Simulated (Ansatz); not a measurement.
# C3H12AlNO: one molecule under many settings, part 2 of 2

Ansatz 0.2.0, Gaussian basis; the settings change from run to run.

## Step 7: HF/def2-SVP

Set apart from the defaults: atoms shaken by 0.03 Å, a grid of angular degree 47, high accuracy.

in.yaml

```yaml
crystal:
  periodic: [false, false, false]
  atoms:
    - {symbol: C, position_ang: [-0.616386, -2.144139, -1.275814]}
    - {symbol: O, position_ang: [-0.520996, -1.355319, -0.127876]}
    - {symbol: Al, position_ang: [0.063303, 0.261561, 0.031800]}
    - {symbol: C, position_ang: [2.102029, 0.475741, 0.136934]}
    - {symbol: C, position_ang: [-0.979299, 1.771771, -0.694685]}
    - {symbol: N, position_ang: [-0.490870, 0.176357, 2.032440]}
    - {symbol: H, position_ang: [-1.167583, -1.763275, -2.069669]}
    - {symbol: H, position_ang: [0.489696, -2.416067, -1.676508]}
    - {symbol: H, position_ang: [-1.003184, -3.084442, -1.013430]}
    - {symbol: H, position_ang: [2.392602, 1.399718, 0.516300]}
    - {symbol: H, position_ang: [2.580466, -0.318965, 0.699928]}
    - {symbol: H, position_ang: [2.515188, 0.390352, -0.867668]}
    - {symbol: H, position_ang: [-2.033659, 1.677217, -0.501987]}
    - {symbol: H, position_ang: [-0.664136, 2.707871, -0.278790]}
    - {symbol: H, position_ang: [-0.873253, 1.832880, -1.781325]}
    - {symbol: H, position_ang: [-1.209857, 0.830118, 2.301772]}
    - {symbol: H, position_ang: [-0.843243, -0.778592, 2.089195]}
    - {symbol: H, position_ang: [0.331528, 0.252106, 2.660172]}
basis:
  gaussian: {orbitals: def2-SVP, final_grid: {core_spheres: 20, valence_spheres: 16, degree: 47}}
hamiltonian: {xc: {name: HF}}
accuracy: high
output: {forces: true}
```

On the command line:

```sh
> ansatz run in.yaml --threads 4 --pin off --events-out ev --progress --plain --max-ram 11315MiB
```

The program printed:

```text
Functional definition: HF
  name "HF"
  cite "Fock, Z. Phys. 61, 126 (1930) doi:10.1007/BF01340294"
  parent pbe
  exchange = exact_x
  correlation = 0
3661 factors; integrals over basis functions are off by at most 6.0e-8 eV
mean field evaluation 1: about -13372.6042 eV, gradient 4.8e1 eV
mean field evaluation 2: about -13372.6113 eV, gradient 4.8e1 eV
mean field evaluation 4: about -13377.9426 eV, gradient 4.8e0 eV
mean field evaluation 8: about -13378.0053 eV, gradient 2.2e-1 eV
mean field -13378.00548516 eV, -491.6326336417 hartree, gradient 2.1e-8 eV, S^2 0.000000; 0 other end points of the search recorded, 0 dependent functions left out
the calculation of the forces begins
reference -13378.00548516 eV, -491.6326336417 hartree; 29, 29 occupied and 119, 119 virtual orbitals, 3661 factors
Total energy: -13378.00548516 eV, -491.6326336417 hartree
Atom 0 at    -0.616386    -2.144139    -1.275814 Å, force     4.919892    -0.634084     1.504024 eV/Å
Atom 1 at    -0.520996    -1.355319    -0.127876 Å, force    -0.551494    -0.518811    -1.403161 eV/Å
Atom 2 at     0.063303     0.261561     0.031800 Å, force     1.061437     0.466443     0.724156 eV/Å
Atom 3 at     2.102029     0.475741     0.136934 Å, force    -1.682530    -1.934934    -1.144315 eV/Å
Atom 4 at    -0.979299     1.771771    -0.694685 Å, force     0.247614    -0.788189    -0.506893 eV/Å
Atom 5 at    -0.490870     0.176357     2.032440 Å, force     1.070863    -0.321807     0.645330 eV/Å
Atom 6 at    -1.167583    -1.763275    -2.069669 Å, force    -1.199817     1.225682    -1.539330 eV/Å
Atom 7 at     0.489696    -2.416067    -1.676508 Å, force    -2.502327     0.793175     0.595425 eV/Å
Atom 8 at    -1.003184    -3.084442    -1.013430 Å, force    -0.889691    -1.474042     0.344312 eV/Å
Atom 9 at     2.392602     1.399718     0.516300 Å, force     0.694343     1.972330     0.862653 eV/Å
Atom 10 at     2.580466    -0.318965     0.699928 Å, force     0.118544    -0.215579     0.370131 eV/Å
Atom 11 at     2.515188     0.390352    -0.867668 Å, force     0.133084     0.109164    -0.271738 eV/Å
Atom 12 at    -2.033659     1.677217    -0.501987 Å, force    -0.756827    -0.099033     0.139260 eV/Å
Atom 13 at    -0.664136     2.707871    -0.278790 Å, force     0.334160     0.814447     0.248603 eV/Å
Atom 14 at    -0.873253     1.832880    -1.781325 Å, force     0.044342     0.146094    -0.082997 eV/Å
Atom 15 at    -1.209857     0.830118     2.301772 Å, force     0.132109    -0.114657     0.175806 eV/Å
Atom 16 at    -0.843243    -0.778592     2.089195 Å, force     0.052366     0.525185     0.024003 eV/Å
Atom 17 at     0.331528     0.252106     2.660172 Å, force    -1.226069     0.048616    -0.685268 eV/Å
Dipole moment:    -0.322990     0.004708     0.772306 e Å
```

Wall time 4.3 s (4 threads of Arm Neoverse V2, shared host).

Largest force 5.184 eV/Å, dipole 4.02 D.

## Step 8: MP2/cc-pVTZ

Set apart from the defaults: unrestricted orbitals, a point charge of 1.00 e beside it, correlated electrons set to all.

in.yaml

```yaml
crystal:
  periodic: [false, false, false]
  atoms:
    - {symbol: C, position_ang: [-0.560782, -2.151856, -1.286360]}
    - {symbol: O, position_ang: [-0.524040, -1.340784, -0.159380]}
    - {symbol: Al, position_ang: [0.093972, 0.274294, 0.060929]}
    - {symbol: C, position_ang: [2.054810, 0.469102, 0.099975]}
    - {symbol: C, position_ang: [-0.990651, 1.743028, -0.681151]}
    - {symbol: N, position_ang: [-0.451583, 0.183270, 2.032703]}
    - {symbol: H, position_ang: [-1.157431, -1.711724, -2.099247]}
    - {symbol: H, position_ang: [0.442769, -2.355400, -1.688899]}
    - {symbol: H, position_ang: [-1.013137, -3.120908, -1.042070]}
    - {symbol: H, position_ang: [2.372542, 1.434177, 0.511402]}
    - {symbol: H, position_ang: [2.547285, -0.316130, 0.684597]}
    - {symbol: H, position_ang: [2.479037, 0.413980, -0.908893]}
    - {symbol: H, position_ang: [-2.063389, 1.611002, -0.500310]}
    - {symbol: H, position_ang: [-0.706320, 2.720964, -0.275640]}
    - {symbol: H, position_ang: [-0.868154, 1.816866, -1.767585]}
    - {symbol: H, position_ang: [-1.157104, 0.856426, 2.308895]}
    - {symbol: H, position_ang: [-0.854863, -0.750166, 2.074484]}
    - {symbol: H, position_ang: [0.319537, 0.235162, 2.688351]}
basis:
  gaussian: {orbitals: cc-pVTZ, point_charges: [{charge: 1.00, position_ang: [6.603, 0.054, 0.450]}]}
magnetization: {spin_polarized: true, initial_magnetization: 0}
hamiltonian: {xc: {name: HF}}
correlation: {method: mp2, electrons: all}
output: {forces: true}
```

The command is unchanged.

The program printed:

```text
Functional definition: HF
  name "HF"
  cite "Fock, Z. Phys. 61, 126 (1930) doi:10.1007/BF01340294"
  parent pbe
  exchange = exact_x
  correlation = 0
1978 factors; integrals over basis functions are off by at most 1.2e-3 eV
mean field evaluation 1: about -13382.4304 eV, gradient 3.8e1 eV
mean field evaluation 2: about -13382.4395 eV, gradient 3.8e1 eV
mean field evaluation 4: about -13388.6419 eV, gradient 3.8e0 eV
mean field evaluation 8: about -13388.7222 eV, gradient 3.6e-4 eV
mean field -13388.72223959 eV, -492.0264671029 hartree, gradient 3.1e-6 eV, S^2 0.000000; 0 other end points of the search recorded, 0 dependent functions left out
reference -13388.72223959 eV, -492.0264671029 hartree; 29, 29 occupied and 323, 323 virtual orbitals, 1978 factors
second order -33.83410076 eV of doubles, -0.00000000 eV of singles
the calculation of the forces begins
Total energy: -13422.55634034 eV, -493.2698473722 hartree
Atom 0 at    -0.560782    -2.151856    -1.286360 Å, force    -0.099036    -0.408940    -0.515665 eV/Å
Atom 1 at    -0.524040    -1.340784    -0.159380 Å, force     0.167294     0.089828     0.257439 eV/Å
Atom 2 at     0.093972     0.274294     0.060929 Å, force    -0.595668     0.113766     0.049355 eV/Å
Atom 3 at     2.054810     0.469102     0.099975 Å, force     0.762993     0.071789     0.008067 eV/Å
Atom 4 at    -0.990651     1.743028    -0.681151 Å, force     0.054294     0.165456    -0.088789 eV/Å
Atom 5 at    -0.451583     0.183270     2.032703 Å, force     0.139347    -0.001874    -0.077854 eV/Å
Atom 6 at    -1.157431    -1.711724    -2.099247 Å, force     0.167283    -0.110104     0.227978 eV/Å
Atom 7 at     0.442769    -2.355400    -1.688899 Å, force    -0.231234     0.044896     0.087716 eV/Å
Atom 8 at    -1.013137    -3.120908    -1.042070 Å, force     0.128723     0.269921    -0.068857 eV/Å
Atom 9 at     2.372542     1.434177     0.511402 Å, force    -0.111867    -0.148790    -0.060330 eV/Å
Atom 10 at     2.547285    -0.316130     0.684597 Å, force    -0.142253     0.062628    -0.038828 eV/Å
Atom 11 at     2.479037     0.413980    -0.908893 Å, force    -0.141856     0.009506     0.125228 eV/Å
Atom 12 at    -2.063389     1.611002    -0.500310 Å, force     0.283971     0.002968    -0.023903 eV/Å
Atom 13 at    -0.706320     2.720964    -0.275640 Å, force    -0.095204    -0.189476    -0.103809 eV/Å
Atom 14 at    -0.868154     1.816866    -1.767585 Å, force    -0.048163     0.004699     0.229763 eV/Å
Atom 15 at    -1.157104     0.856426     2.308895 Å, force     0.077772    -0.101330    -0.001316 eV/Å
Atom 16 at    -0.854863    -0.750166     2.074484 Å, force     0.028265     0.136030     0.036778 eV/Å
Atom 17 at     0.319537     0.235162     2.688351 Å, force    -0.210934    -0.024180    -0.004069 eV/Å
Dipole moment:    -0.498472     0.024057     0.822422 e Å
```

Run time: 56 s. Hardware: 4 threads of Arm Neoverse V2, shared host; peak memory 1.7 GiB.

Largest force 0.766 eV/Å, dipole 4.62 D, ⟨S²⟩ 0.000.

## Step 9: BHLYP/def2-TZVPD

Options: atoms shaken by 0.03 Å.

in.yaml

```yaml
crystal:
  periodic: [false, false, false]
  atoms:
    - {symbol: C, position_ang: [-0.542080, -2.154748, -1.301436]}
    - {symbol: O, position_ang: [-0.499832, -1.370870, -0.172409]}
    - {symbol: Al, position_ang: [0.084656, 0.297482, 0.099827]}
    - {symbol: C, position_ang: [2.024130, 0.462390, 0.035571]}
    - {symbol: C, position_ang: [-0.956593, 1.697698, -0.667858]}
    - {symbol: N, position_ang: [-0.482983, 0.187408, 2.029198]}
    - {symbol: H, position_ang: [-1.163662, -1.727308, -2.105185]}
    - {symbol: H, position_ang: [0.457015, -2.340056, -1.659040]}
    - {symbol: H, position_ang: [-0.933252, -3.096257, -1.045189]}
    - {symbol: H, position_ang: [2.332368, 1.397121, 0.478344]}
    - {symbol: H, position_ang: [2.541748, -0.300979, 0.691916]}
    - {symbol: H, position_ang: [2.458655, 0.412743, -0.895742]}
    - {symbol: H, position_ang: [-2.034181, 1.626745, -0.479308]}
    - {symbol: H, position_ang: [-0.691497, 2.716548, -0.265598]}
    - {symbol: H, position_ang: [-0.876692, 1.777006, -1.711358]}
    - {symbol: H, position_ang: [-1.134306, 0.819608, 2.349685]}
    - {symbol: H, position_ang: [-0.877821, -0.761652, 2.063925]}
    - {symbol: H, position_ang: [0.344310, 0.220498, 2.662859]}
basis:
  gaussian: {orbitals: def2-TZVPD}
hamiltonian: {xc: {name: BHLYP}}
output: {forces: true}
```

Same command.

The program printed:

```text
Functional definition: BHLYP
  name "BHLYP"
  cite "Becke, J. Chem. Phys. 98, 1372 (1993) doi:10.1063/1.464304"
  cite "Becke, Phys. Rev. A 38, 3098 (1988) doi:10.1103/PhysRevA.38.3098"
  cite "Lee, Yang & Parr, Phys. Rev. B 37, 785 (1988) doi:10.1103/PhysRevB.37.785"
  parameter a = 0.5
  exchange = (1 - a)*b88_x + a*exact_x
  correlation = lyp_c
2009 factors; their error is unknown
mean field evaluation 1: about -13427.6087 eV, gradient 8.5e1 eV
mean field evaluation 2: about -13427.8378 eV, gradient 8.3e1 eV
mean field evaluation 4: about -13442.0735 eV, gradient 3.3e0 eV
mean field evaluation 8: about -13442.0977 eV, gradient 4.5e-2 eV
mean field evaluation 16: about -13442.1354 eV, gradient 9.8e-5 eV
mean field -13442.13535067 eV, -493.9893627305 hartree, gradient 1.8e-5 eV, S^2 0.000000; 0 other end points of the search recorded, 0 dependent functions left out
the calculation of the forces begins
reference -13442.13559658 eV, -493.9893717677 hartree; 29, 29 occupied and 310, 310 virtual orbitals, 2009 factors
Total energy: -13442.13559658 eV, -493.9893717677 hartree
Atom 0 at    -0.542080    -2.154748    -1.301436 Å, force     0.197111     0.904362    -0.216292 eV/Å
Atom 1 at    -0.499832    -1.370870    -0.172409 Å, force     0.051909     1.419946     0.699900 eV/Å
Atom 2 at     0.084656     0.297482     0.099827 Å, force    -0.098270    -1.756109    -0.460919 eV/Å
Atom 3 at     2.024130     0.462390     0.035571 Å, force    -0.069029    -0.766164     3.225751 eV/Å
Atom 4 at    -0.956593     1.697698    -0.667858 Å, force    -0.940133     1.808855     1.499045 eV/Å
Atom 5 at    -0.482983     0.187408     2.029198 Å, force     2.606867    -2.169486     0.273342 eV/Å
Atom 6 at    -1.163662    -1.727308    -2.105185 Å, force     0.309665    -0.129511     0.215296 eV/Å
Atom 7 at     0.457015    -2.340056    -1.659040 Å, force     0.357595     0.005709    -0.540976 eV/Å
Atom 8 at    -0.933252    -3.096257    -1.045189 Å, force    -0.688419    -1.241672     0.164111 eV/Å
Atom 9 at     2.332368     1.397121     0.478344 Å, force     0.093526     0.492065    -0.001864 eV/Å
Atom 10 at     2.541748    -0.300979     0.691916 Å, force    -0.605320     0.604876    -0.859505 eV/Å
Atom 11 at     2.458655     0.412743    -0.895742 Å, force     0.856649    -0.179814    -2.078786 eV/Å
Atom 12 at    -2.034181     1.626745    -0.479308 Å, force     0.187303    -0.187058     0.033397 eV/Å
Atom 13 at    -0.691497     2.716548    -0.265598 Å, force    -0.063643    -0.976743    -0.397148 eV/Å
Atom 14 at    -0.876692     1.777006    -1.711358 Å, force     0.276193     0.063933    -1.421745 eV/Å
Atom 15 at    -1.134306     0.819608     2.349685 Å, force    -1.570632     1.514885     0.690003 eV/Å
Atom 16 at    -0.877821    -0.761652     2.063925 Å, force     0.301357     0.700583    -0.023314 eV/Å
Atom 17 at     0.344310     0.220498     2.662859 Å, force    -1.202728    -0.108655    -0.800295 eV/Å
Dipole moment:    -0.205570     0.119742     0.922321 e Å
```

Wall time 9.5 s (4 threads of Arm Neoverse V2, shared host); peak memory 1.5 GiB.

Largest force 3.403 eV/Å, dipole 4.58 D.

## Step 10: All runs side by side

```
               level  charge  multiplicity               geometry  functions  energy (eV)   time
    wPBEh/cc-pVTZ-DK       0             1                relaxed        352   -13451.546  8.5 s
r2SCAN50/aug-cc-pVDZ       0             1                relaxed        250   -13437.932  6.5 s
   B2PLYP/def2-mTZVP       0             3                 shaken        158   -13423.650   16 s
    HSE06/def2-TZVPP       0             3                relaxed        365   -13429.080   25 s
  r2SCAN50/def2-SVPD       1             2                 shaken        223   -13406.062  9.5 s
         HF/def2-SVP       0             1                 shaken        148   -13378.005  4.3 s
         MP2/cc-pVTZ       0             1  relaxed, point charge        352   -13422.556   56 s
    BHLYP/def2-TZVPD       0             1                 shaken        339   -13442.136  9.5 s
```

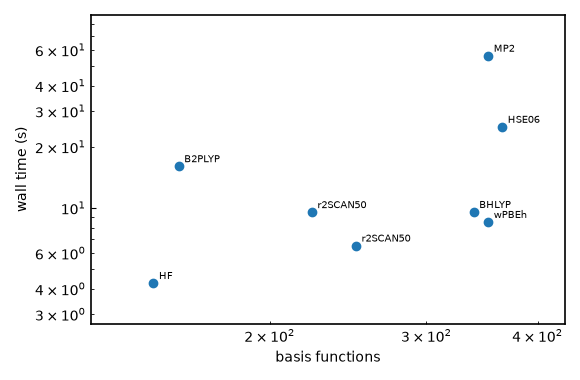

Wall time against the number of basis functions (shared host).

## Step 11: Results

What follows sums up all 2 parts.

```
                                         quantity               value
                                             runs                   8
                                         quickest  HF/def2-SVP, 4.3 s
                                          slowest   MP2/cc-pVTZ, 56 s
spread of total energies, same state and geometry             13.6 eV
```

What this shows: Run time spans a factor of 13, from HF/def2-SVP to MP2/cc-pVTZ. The jobs differ in tasks and options as well as level. Total energies at one charge and spin differ by 14 eV between levels, so only differences within one level mean anything. Some of these runs are scalar-relativistic and others not, which shifts the totals of all-electron atoms past neon by eV; core potentials, where a basis has them, take the core out of the total altogether. At the PBE0-D4/def2-TZVP geometry and in the same state, runs without warnings or point charges leave forces up to 0.18 eV/Å (wPBEh/cc-pVTZ-DK), against 5.2 eV/Å where the atoms were moved.
